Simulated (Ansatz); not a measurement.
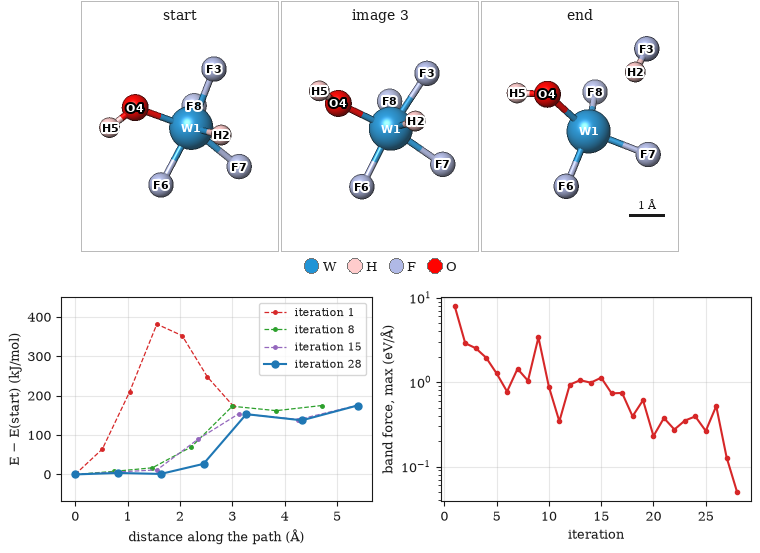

NEB run on WH$_{2}$OF$_{4}$. Images are numbered from 0 (start) to 6 (end). The plot follows the band through its iterations. Style: ball-and-stick. Shown at a tilt.

These are results of RKS PBE/def2-SVP (Ansatz), not measurements. Run with 5 movable images; climbing image; force threshold 0.05 eV/Å; iteration limit 60; starting path through a guess of the saddle point.

**How did the profile develop, and is the result final?**

The result isn't final. The band hadn't converged when the run stopped after 28 iterations. The largest component of the band force went from 7.9 to 0.05 eV/Å. The first iteration put the highest image at 381.8 kJ/mol. Relative to the start the highest point is image 6 at +175.1 kJ/mol and the end lies at +175.1 kJ/mol, but the profile dips to +137.5 kJ/mol at image 5 on the way, so there may be more than one step; on an unconverged band the side maxima are provisional.

The run took 5.5 min on 2 threads of Arm Neoverse V2 (shared host), peak memory 0.15 GiB.
